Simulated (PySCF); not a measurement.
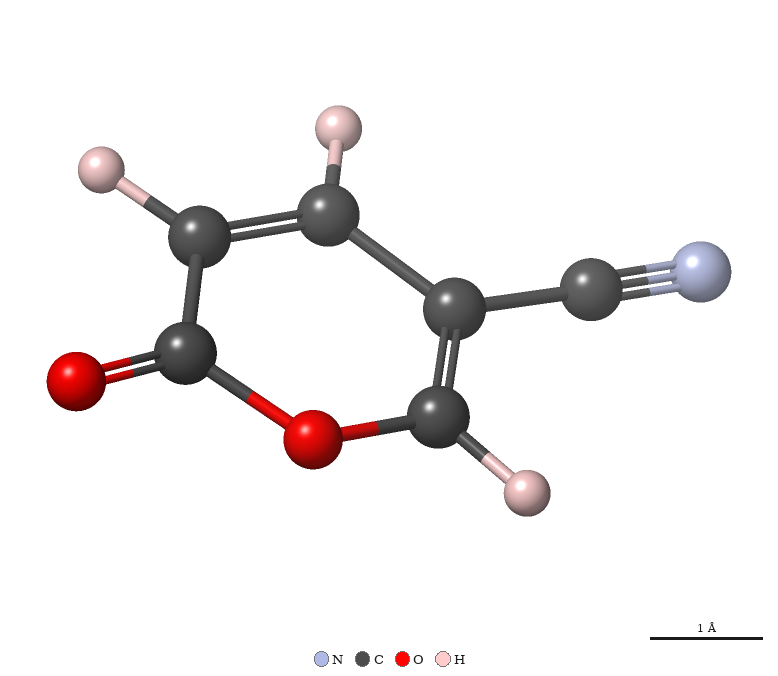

A ball-and-stick model of a molecule. Multiple sticks mark multiple bonds (one Kekulé form).

The geometry was computed by an optimisation with GFN2-xTB. No frequency run is at hand to confirm it as a minimum.

Give the formula.

C₆H₃NO₂, 12 atoms: 6 carbon, 3 hydrogen, 1 nitrogen and 2 oxygen.

Name some functional groups or characteristic bonds that it holds.

Among them: nitrile.

Write the SMILES.

N#Cc1ccc(=O)oc1

The parts below concern this one geometry. Atoms keep their numbers from picture to picture.

## Shape

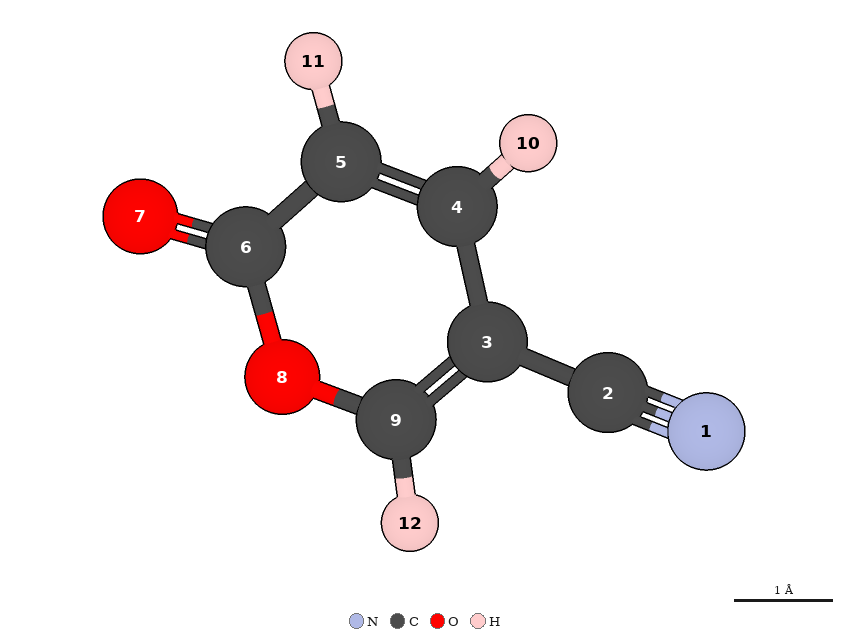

Atoms carry their numbers in the input. No frequency run is at hand to confirm it as a minimum.

How are the neighbours of atom 4 arranged?

C4 has 3 neighbours (C3 at 1.44, C5 at 1.35, H10 at 1.08 Å); the arrangement is trigonal planar.

Describe the coordination of atom 8.

O8 has 2 neighbours (C6 at 1.40, C9 at 1.32 Å); the arrangement is bent.

What is the geometry at C3?

C3 has 3 neighbours (C2 at 1.41, C4 at 1.44, C9 at 1.36 Å); the arrangement is trigonal planar.

Describe the coordination of atom 6.

C6 has 3 neighbours (C5 at 1.45, O7 at 1.20, O8 at 1.40 Å); the arrangement is trigonal planar.

What is the dihedral angle C4–C5–C6–O8?

0° in size, that is syn (eclipsed).

## Ring current

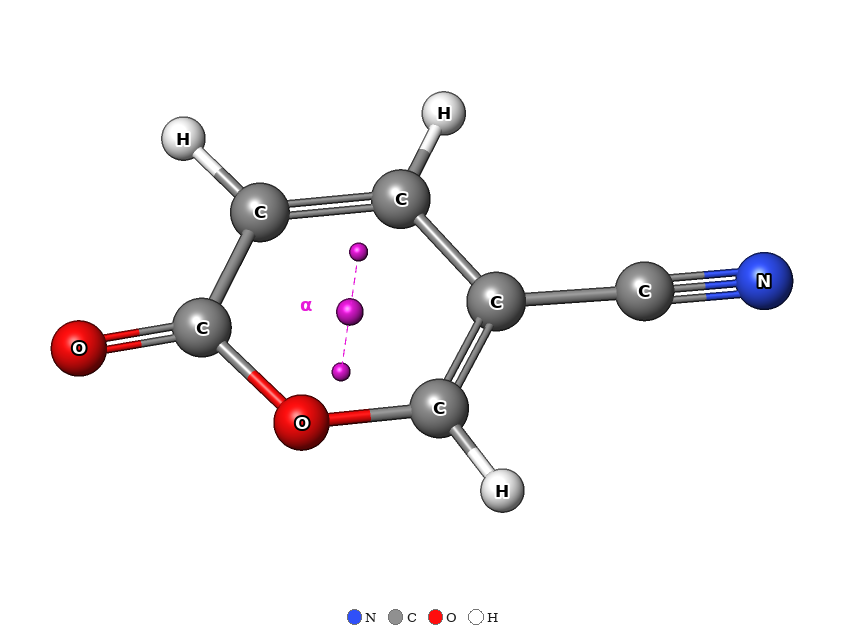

The small points mark where nucleus-independent chemical shifts (NICS) were computed: at the centre of each lettered ring and 1 Å above and below it. No frequency run is at hand to confirm it as a minimum. Properties computed with GIAO PBE0/pcSseg-1 NMR shielding, non-relativistic, gas phase (PySCF 2.14.0).

Give NICS(0), NICS(1) and the out-of-plane component NICS(1)zz for each ring (means of the two sides).

```tsv
ring	members	NICS(0)	NICS(1)	NICS(1)zz
α	C5O	−1.4	−4.1	−6.3
```

Values in ppm.

What do the values say about the ring currents?

Ring α: weak, as in a non-aromatic ring. NICS is one index among several.

## Excitation

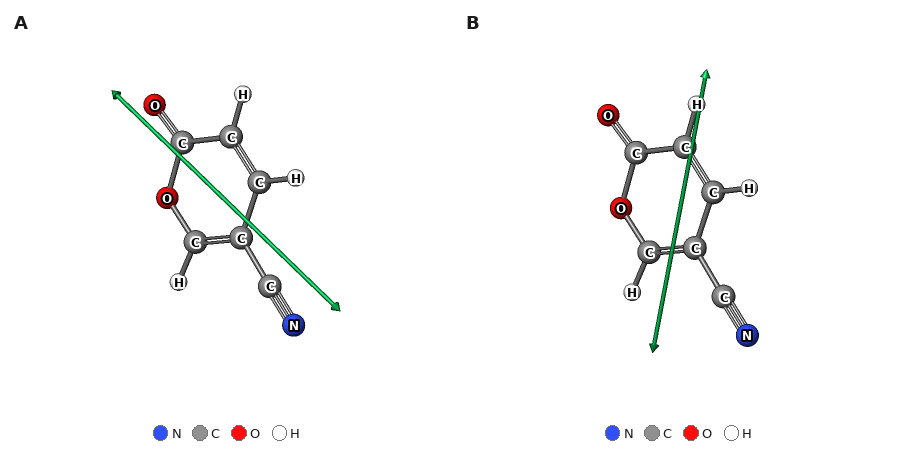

The double arrows show the directions of two transition dipoles from the ground state (lengths mean nothing). No frequency run is at hand to confirm it as a minimum. Method: TDDFT PBE0/def2-SVPD, vertical, gas phase, core orbitals frozen in the response (PySCF 2.14.0).

One belongs to singlet state 1 and one to singlet state 3. Which is which?

A: state 3, 5.54 eV (224 nm), oscillator strength 0.21, mainly HOMO → LUMO+1 (weight 0.81).
B: state 1, 4.44 eV (279 nm), oscillator strength 0.077, mainly HOMO → LUMO (weight 0.97).

## Polarisability

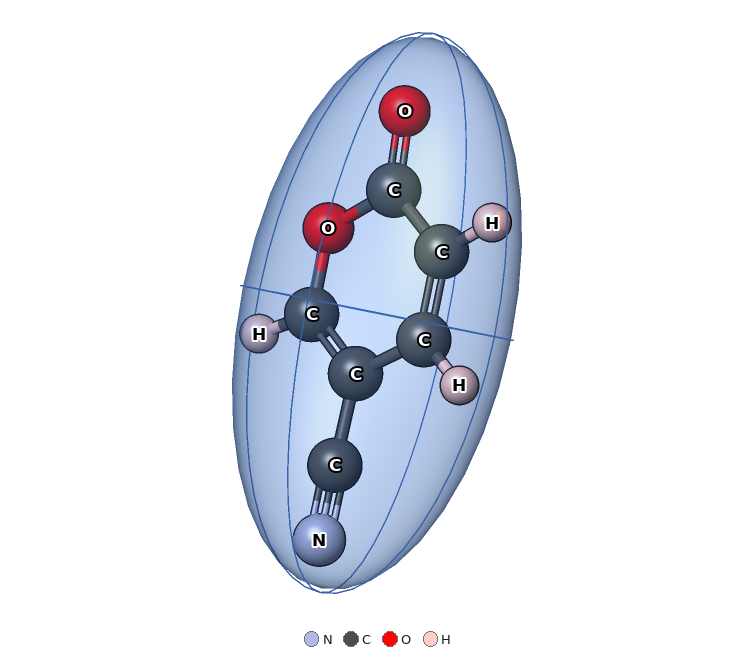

The ellipsoid shows the static dipole polarisability: its half-axes are proportional to the principal values. No frequency run is at hand to confirm it as a minimum. Level of theory: PBE0/def2-SVPD (PySCF 2.14.0).

How large and how anisotropic is the polarisability?

Principal values 44.5, 72.6, 124.7 bohr³; mean 80.6 bohr³ (11.95 Å³); anisotropy 70.5 bohr³, so the longest axis is 2.80 times the shortest.
